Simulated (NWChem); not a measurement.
# One shape, several levels: C2H3F3 (1,1,2-trifluoroethane)

Wanted: a comparison of 6 runs (HF/3-21G, B3LYP/6-31G*, SVWN5/aug-cc-pVDZ, MP2/def2-SVP, CCSD/def2-SVP) of C2H3F3 (1,1,2-trifluoroethane). 

Program for the calculation: NWChem 7.3.0.

### 1 The molecule

C2H3F3 has 8 atoms, charge 0, and is taken as a singlet. As SMILES, `FCC(F)F`. The shape is that of a PBE0-D4/def2-TZVP optimisation. This is one conformer, not always the lowest.

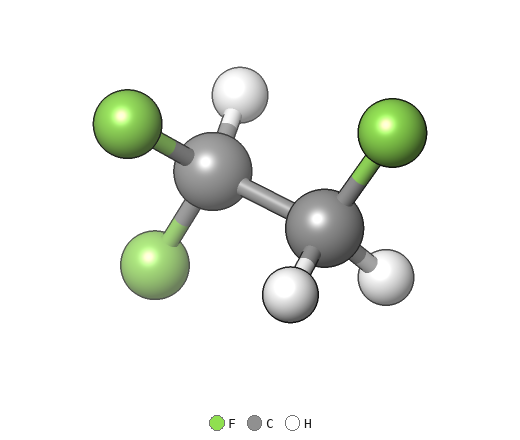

Viewed from a chosen angle; fluorine green, carbon grey, hydrogen white.

### 2 Energy and gradient at HF/3-21G (run 1)

Contents of run.py:

```python
from ase import Atoms
from ase.calculators.nwchem import NWChem

mol = Atoms(['F', 'C', 'C', 'F', 'F', 'H', 'H', 'H'], positions=[
    [-1.142800, -0.681000, 1.163100],
    [-0.188200, 0.195100, 0.711800],
    [0.172900, -0.152400, -0.711300],
    [0.824200, -1.335800, -0.756500],
    [1.011700, 0.803600, -1.182200],
    [0.701700, 0.118900, 1.342500],
    [-0.588500, 1.211500, 0.747300],
    [-0.698800, -0.217000, -1.370500],
])

calc = NWChem(
    label='job',
    theory='scf',
    memory='2200 mb',
    basis='3-21G',
    basispar='spherical bse',
    scf={'nopen': '0', 'rhf': None, 'thresh': '1e-08', 'maxiter': '80'},
)
mol.calc = calc

forces = mol.get_forces()
print(f"energy = {mol.get_potential_energy():.6f} eV")
print("forces (eV/A):")
for s, f in zip(mol.symbols, forces):
    print(f"{s:2s} {f[0]:10.5f} {f[1]:10.5f} {f[2]:10.5f}")
print("dipole (e A):", mol.get_dipole_moment().round(4))
```

Started as:

```sh
export ASE_NWCHEM_COMMAND="nwchem PREFIX.nwi > PREFIX.nwo"
python run.py
```

Log:

```text
energy = -10170.186016 eV
forces (eV/A):
F    -0.80074   -0.79190    0.23515
C     0.88261    1.14789    0.01522
C    -1.54796    0.05224   -0.36217
F     0.48080   -0.88590    0.11488
F     0.52240    0.73611   -0.15041
H    -0.38397    0.13118   -0.41600
H     0.36541   -0.48368   -0.07518
H     0.48146    0.09400    0.63846
dipole (e A): [-0.1515  0.3497  0.0474]
```

The calculator wrote job.nwi:

```
title "job"

permanent_dir job

scratch_dir job

start job

geometry units angstrom nocenter noautosym noautoz
  F  -1.1428000000000000e+00 -6.8100000000000005e-01 1.1631000000000000e+00
  C  -1.8820000000000001e-01 1.9510000000000000e-01 7.1179999999999999e-01
  C  1.7290000000000000e-01 -1.5240000000000001e-01 -7.1130000000000004e-01
  F  8.2420000000000004e-01 -1.3358000000000001e+00 -7.5649999999999995e-01
  F  1.0117000000000000e+00 8.0359999999999998e-01 -1.1821999999999999e+00
  H  7.0169999999999999e-01 1.1890000000000001e-01 1.3425000000000000e+00
  H  -5.8850000000000002e-01 1.2115000000000000e+00 7.4729999999999996e-01
  H  -6.9879999999999998e-01 -2.1700000000000000e-01 -1.3705000000000001e+00
end

memory 2200 mb

basis spherical bse noprint
   * library 3-21G
end

scf
  nopen 0
  rhf
  thresh 1e-08
  maxiter 80
end

task scf gradient
```

job.nwo:

```text
Northwest Computational Chemistry Package (NWChem) 7.3.0
             --------------------------------------------------------

           Job information
           ---------------

    nwchem branch   = 7.3.0
    use scalapack   = T
    input           = job.nwi
    prefix          = job.
    data base       = job/job.db
    status          = startup
    nproc           =        1

           Memory information
           ------------------

[... 5 lines left out ...]
    hardfail = no
[... 135 lines left out ...]
         Quadratically convergent ROHF
[... 15 lines left out ...]
       Final RHF  results
[... 4 lines left out ...]
      Two-electron energy =    334.617319471678
[... 40 lines left out ...]
                       ROHF Final Molecular Orbital Analysis
[... 228 lines left out ...]
                 ----------------------------------------
                 |  Time  |  1-e(secs)   |  2-e(secs)   |
                 ----------------------------------------
                 |  CPU   |       0.00   |       0.18   |
                 ----------------------------------------
                 |  WALL  |       0.00   |       0.18   |
                 ----------------------------------------

 Task  times  cpu:        1.7s     wall:        1.7s
 Total times  cpu:        1.7s     wall:        1.7s
```

Run time: 3 s. Hardware: 1 thread of Intel Xeon Platinum 8488C (Sapphire Rapids), shared host; peak memory 0.099 GiB.

### 3 Energy and gradient at B3LYP/6-31G(d) (spherical functions) (run 2)

Contents of m1.nw:

```
start m1
title "C2H3F3 B3LYP"
memory 2200 mb
charge 0

geometry noautosym nocenter noautoz
 F     -1.142800    -0.681000     1.163100
 C     -0.188200     0.195100     0.711800
 C      0.172900    -0.152400    -0.711300
 F      0.824200    -1.335800    -0.756500
 F      1.011700     0.803600    -1.182200
 H      0.701700     0.118900     1.342500
 H     -0.588500     1.211500     0.747300
 H     -0.698800    -0.217000    -1.370500
end

basis spherical bse
 * library 6-31G*
end

dft
 xc b3lyp
 grid xfine
 convergence energy 1e-08
 maxiter 100
 mulliken
end

task dft gradient
```

Started as:

```sh
nwchem m1.nw > m1.out
```

Log:

```text
[...]
          Wavefunction type:  closed shell.
          No. of atoms     :     8
          No. of electrons :    42
[...]
          Charge           :     0
          Spin multiplicity:     1
[...]
          AO basis - number of functions:    76
[...]
              XC Information
              --------------
                         B3LYP Method XC Potential
                     Hartree-Fock (Exact) Exchange  0.200
                        Slater Exchange Functional  0.800 local
                    Becke 1988 Exchange Functional  0.720 non-local
              Lee-Yang-Parr Correlation Functional  0.810
                  VWN I RPA Correlation Functional  0.190 local
[...]
 d= 0,ls=0.0,diis     1   -377.3792817520 -5.69D+02  1.82D-02  1.25D+00     2.9
[...]
 d= 0,ls=0.0,diis     8   -377.5155981473 -2.59D-09  2.92D-06  1.63D-07    20.3
         Total DFT energy =     -377.515598147327
      One electron energy =     -903.049931742932
           Coulomb energy =      377.636748084445
    Exchange-Corr. energy =      -43.462213935897
 Nuclear repulsion energy =      191.359799447058
[...]
      Total Density - Mulliken Population Analysis
     ---------------------------------------------
    Atom       Charge   Shell Charges
 -----------   ------   -------------------------------------------------------
    1 F    9     9.33   2.00  0.93  3.31  1.04  2.03  0.02
    2 C    6     5.98   2.00  0.69  2.04  0.50  0.68  0.07
    3 C    6     5.51   2.00  0.71  1.92  0.33  0.44  0.11
    4 F    9     9.30   2.00  0.93  3.31  1.03  2.01  0.02
    5 F    9     9.31   2.00  0.93  3.31  1.03  2.02  0.02
    6 H    1     0.84   0.54  0.31
    7 H    1     0.85   0.54  0.32
    8 H    1     0.87   0.55  0.33
[...]
  wavefunction    = closed shell
[...]
```

It took 26 s on 1 thread of Intel Xeon Platinum 8488C (Sapphire Rapids), shared host; peak memory 0.14 GiB.

Run 3 isn't shown in full; the table further down has it.

### 4 Energy and gradient at SVWN5/aug-cc-pVDZ (run 4)

Contents of c2h3f3.nw:

```
start c2h3f3
title "C2H3F3"
memory stack 880 mb heap 220 mb global 1100 mb

geometry noautosym nocenter noautoz
 F       -1.142800      -0.681000       1.163100
 C       -0.188200       0.195100       0.711800
 C        0.172900      -0.152400      -0.711300
 F        0.824200      -1.335800      -0.756500
 F        1.011700       0.803600      -1.182200
 H        0.701700       0.118900       1.342500
 H       -0.588500       1.211500       0.747300
 H       -0.698800      -0.217000      -1.370500
end

basis spherical bse
 * library aug-cc-pVDZ
end

dft
 xc slater vwn_5
 grid fine
 convergence energy 1e-08
 iterations 100
 mulliken
 print medium
end

task dft gradient
```

Started as:

```sh
nwchem c2h3f3.nw > c2h3f3.out
```

Log:

```text
[...]
          Wavefunction type:  closed shell.
          No. of atoms     :     8
          No. of electrons :    42
[...]
          Charge           :     0
          Spin multiplicity:     1
[...]
          AO basis - number of functions:   142
[...]
              XC Information
              --------------
                        Slater Exchange Functional  1.000 local
                      VWN V Correlation Functional  1.000 local
[...]
 d= 0,ls=0.0,diis     1   -374.8022167656 -5.66D+02  1.93D-02  1.94D+00     5.3
[...]
 d= 0,ls=0.0,diis    11   -374.9666976312 -9.14D-10  9.08D-08  3.55D-10    46.3
         Total DFT energy =     -374.966697631180
      One electron energy =     -901.796929424639
           Coulomb energy =      376.106520652207
    Exchange-Corr. energy =      -40.636088305806
 Nuclear repulsion energy =      191.359799447058
[...]
  wavefunction    = closed shell
                         DFT ENERGY GRADIENTS
    atom               coordinates                        gradient
                 x          y          z           x          y          z
   1 F      -2.159579  -1.286903   2.197940    0.003527   0.003946  -0.001023
   2 C      -0.355646   0.368686   1.345107    0.000480   0.006351   0.010028
   3 C       0.326734  -0.287994  -1.344162   -0.000414  -0.002161  -0.011201
   4 F       1.557512  -2.524296  -1.429578   -0.003127   0.005812  -0.000580
   5 F       1.911836   1.518584  -2.234034   -0.004575  -0.005136   0.001662
   6 H       1.326021   0.224688   2.536957   -0.009941   0.001151  -0.006357
   7 H      -1.112104   2.289403   1.412192    0.004236  -0.010968   0.000141
   8 H      -1.320541  -0.410071  -2.589869    0.009814   0.001005   0.007331
[...]
```

Wall time 63 s (1 thread of Intel Xeon Platinum 8488C (Sapphire Rapids), shared host); peak memory 0.12 GiB.

Run 5 isn't shown in full; the table further down has it.

### 5 The energy at CCSD/def2-SVP (run 6)

Contents of input.nw:

```
start input
title "C2H3F3 ccsd"
memory stack 880 mb heap 220 mb global 1100 mb
geometry noautosym nocenter noautoz
  F     -1.142800    -0.681000     1.163100
  C     -0.188200     0.195100     0.711800
  C      0.172900    -0.152400    -0.711300
  F      0.824200    -1.335800    -0.756500
  F      1.011700     0.803600    -1.182200
  H      0.701700     0.118900     1.342500
  H     -0.588500     1.211500     0.747300
  H     -0.698800    -0.217000    -1.370500
end
basis spherical bse
  * library def2-SVP
end
scf
  nopen 0
  rhf
  thresh 1e-08
  maxiter 80
end
ccsd
  freeze core 5
  maxiter 60
end
task ccsd energy
```

Started as:

```sh
nwchem input.nw > input.out
```

Log:

```text
[...]
  functions       =    85
[...]
  wavefunction    = RHF
[...]
         Total SCF energy =   -375.491316952166
      One-electron energy =   -901.885756109904
      Two-electron energy =    335.034639710680
 Nuclear repulsion energy =    191.359799447058
        Time for solution =      7.8s
[...]
 Total MP2 energy:           -376.311025835837597
[...]
             energy      energy      error      ampl     ampl      Block
                                                time     time      time
[...]
 Total CCSD energy:           -376.340924127143069
[...]
```

Wall time 82 s (1 thread of Intel Xeon Platinum 8488C (Sapphire Rapids), shared host); peak memory 0.27 GiB.

### 6 Overview of the runs

```
run                               level  iteration cap  module  energy (Eh)  dipole moment (D)  HOMO energy (eV)  LUMO energy (eV)  wall time
  1                            HF/3-21G             80     scf  -373.747446               1.84            -13.81              7.02        3 s
  2  B3LYP/6-31G* (spherical functions)            100     dft  -377.515598               1.33             -8.98              2.18       26 s
  3  B3LYP/6-31G* (Cartesian functions)            100     dft  -377.520226               1.33             -8.99              2.17       29 s
  4                   SVWN5/aug-cc-pVDZ            100     dft  -374.966698               1.48             -8.16             -0.50       63 s
  5                        MP2/def2-SVP             80     mp2  -376.311026               1.50            -14.23              5.11       21 s
  6                       CCSD/def2-SVP             80    ccsd  -376.340924                  –            -14.23              5.11       82 s
```

### 7 Results

```
                                          quantity          value
                               run 6: total energy  -376.34092 Eh
        run 6: HOMO energy (Hartree–Fock orbitals)      -14.23 eV
        run 6: LUMO energy (Hartree–Fock orbitals)        5.11 eV
      run 6: HOMO–LUMO gap (Hartree–Fock orbitals)       19.34 eV
run 6: correlation energy (5 core orbitals frozen)     -849.6 mEh
```

**Reading.** Over runs 1, 2, 3, 4, 5 the dipole moment (its size) runs from 1.33 D (B3LYP/6-31G*) to 1.84 D (HF/3-21G). The two ends differ in method and basis. Over runs 1, 2, 3, 4 the HOMO–LUMO gap runs from 7.67 eV (SVWN5/aug-cc-pVDZ) to 20.83 eV (HF/3-21G). Totals of different functionals can't be ranked against each other. All runs together took 3.7 min, the longest 82 s.
